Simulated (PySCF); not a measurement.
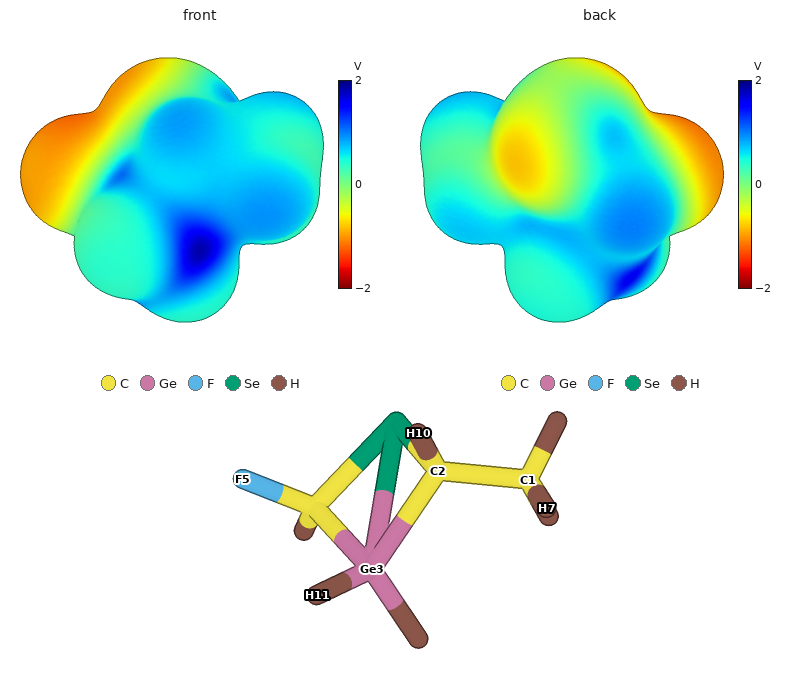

The picture shows: C$_{3}$H$_{7}$FGeSe. The molecular electrostatic potential painted on the density surface at 0.002 e/bohr³, seen from the front and from behind; red is negative and blue positive. The bare structure is drawn below in the same view.

Geometry: GFN2-xTB.

Theory: PySCF, CAM-B3LYP/def2-SVPD, SCF density, gas phase.

```xyz
13

C    -1.9836   -0.2760   -0.1424
C    -0.6662    0.0450    0.5303
Ge    0.7810    0.9043   -0.5576
C     1.9847   -0.5125    0.1833
F     2.7570   -0.0069    1.2002
Se    0.4713   -1.5797    0.8970
H    -2.5321    0.6461   -0.3359
H    -1.8175   -0.7867   -1.0901
H    -2.5959   -0.9174    0.4911
H    -0.8365    0.5403    1.4888
H     1.2336    2.2991   -0.1986
H     0.5609    0.7683   -2.0425
H     2.6390   -1.1235   -0.4413
```

**Describe the electrostatic potential map.**

The most negative region (about −1.2 V, or −28 kcal/mol for a unit charge) lies over F5, the most positive (about +1.7 V, or +39 kcal/mol for a unit charge) over Ge3.

**How polar is the molecule by this calculation?**

Its dipole moment is 2.50 D.
